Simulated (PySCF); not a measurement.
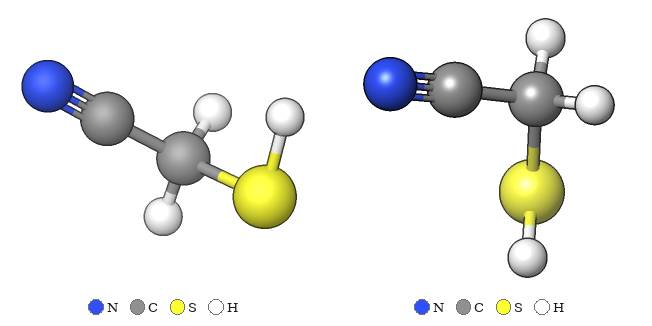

Two views of one molecule.

Computed geometry: PBE0-D3(BJ)/def2-SVP optimisation. No frequency run is at hand to confirm it as a minimum.

> Give the formula.

C₂H₃NS, 7 atoms: 2 carbon, 3 hydrogen, 1 nitrogen and 1 sulfur.

> Describe its rings.

It has no ring.

> Which point group does it belong to?

C1.

More results for the same structure follow; atom numbers are the same in all pictures, views and colours differ.

Shape

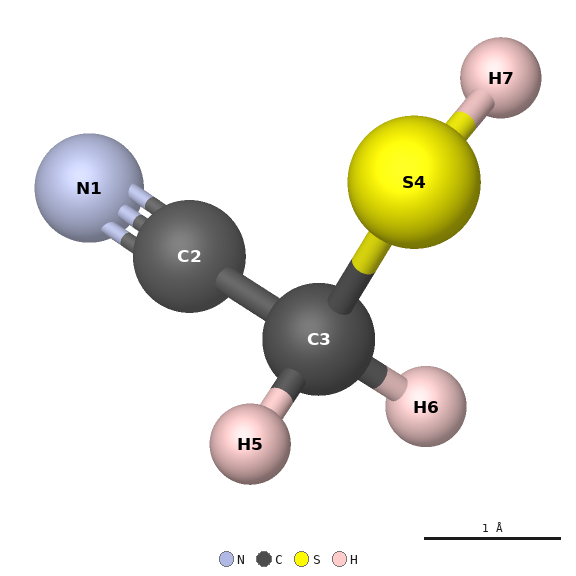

The atoms are numbered. No frequency run is at hand to confirm it as a minimum.

Which atoms are bonded, and how long are the bonds?

```tsv
bond	length (Å)	order
N1–C2	1.157	triple
C2–C3	1.455	single
C3–S4	1.823	single
C3–H5	1.101	single
C3–H6	1.100	single
S4–H7	1.351	single
```

NMR shielding

The questions are on isotropic NMR shieldings of the H atoms. No frequency run is at hand to confirm it as a minimum. Level of theory: GIAO mPW1PW91/pcSseg-2 NMR shielding, non-relativistic, gas phase (PySCF 2.14.0).

List the isotropic NMR shieldings of the H atoms.

```
atom  σ (ppm)
  H5    28.63
  H6    27.95
  H7    28.96
```

Excitation

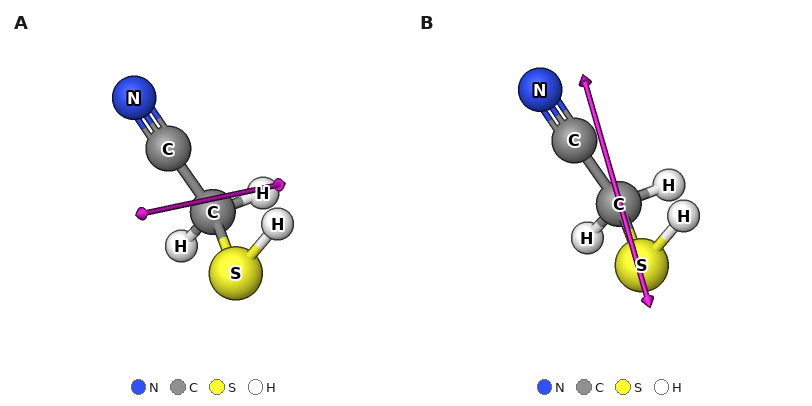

The double arrows show the directions of two transition dipoles from the ground state (lengths mean nothing). No frequency run is at hand to confirm it as a minimum. Level of theory: TDDFT CAM-B3LYP/def2-SVPD, vertical, gas phase, core orbitals frozen in the response (PySCF 2.14.0).

> One belongs to singlet state 6 and one to singlet state 8. Which is which?

A: state 8, 8.15 eV (152 nm), oscillator strength 0.020, mainly HOMO → LUMO+4 (weight 0.80).
B: state 6, 7.74 eV (160 nm), oscillator strength 0.039, of mixed character, with the largest part HOMO−1 → LUMO+1 (weight 0.20).

Core levels

No frequency run is at hand to confirm it as a minimum. Properties computed with delta-SCF UKS SCAN, pcX-2 on the ionised atom, pcseg-1 elsewhere, spin-free X2C (PySCF 2.14.0).

Give the core-electron binding energies (to vacuum; p and d levels without spin–orbit splitting) of N1 1s, C2 1s, C3 1s, S4 1s, S4 2p.

```
atom  level  binding energy (eV)
  N1     1s                405.4
  C2     1s                292.7
  C3     1s                293.3
  S4     1s               2478.3
  S4     2p                170.9
```
